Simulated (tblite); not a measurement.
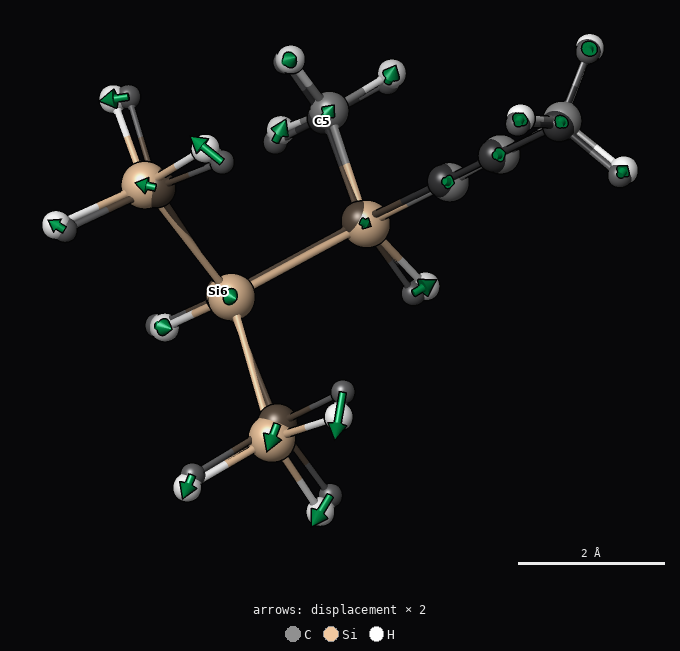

This is a relaxation of C4H14Si4. The starting structure is drawn faded, the final one solid; green arrows show the displacements, magnified 2 times. The two geometries are superimposed by the best rigid fit.

A ball-and-stick model, seen from a free direction.

All numbers below come from GFN2-xTB geometry optimisation, gas phase (tblite 0.8.0). 

Q: What did the optimiser do to the structure, and how much energy did it gain?

A: Over 97 geometry steps the energy falls by 6.46 kcal/mol. The atom that moves furthest after the best rigid fit is an H atom (0.35 Å). By element the largest moves are H 0.35 Å, Si 0.22 Å, C 0.14 Å. Near-neighbour distances that change, for instance: Si–Si 2.266 → 2.327 Å, Si–Si 2.284 → 2.343 Å, C–Si 1.858 → 1.905 Å, H–Si 1.495 → 1.465 Å. Among the angles between lasting bonds that change: Si–Si–H 108.4° → 116.7°, Si–Si–H 112.6° → 106.3°, Si–Si–Si 107.2° → 112.8°. Cost: 2 s on 1 thread of Arm Neoverse N1, with other jobs on the host.
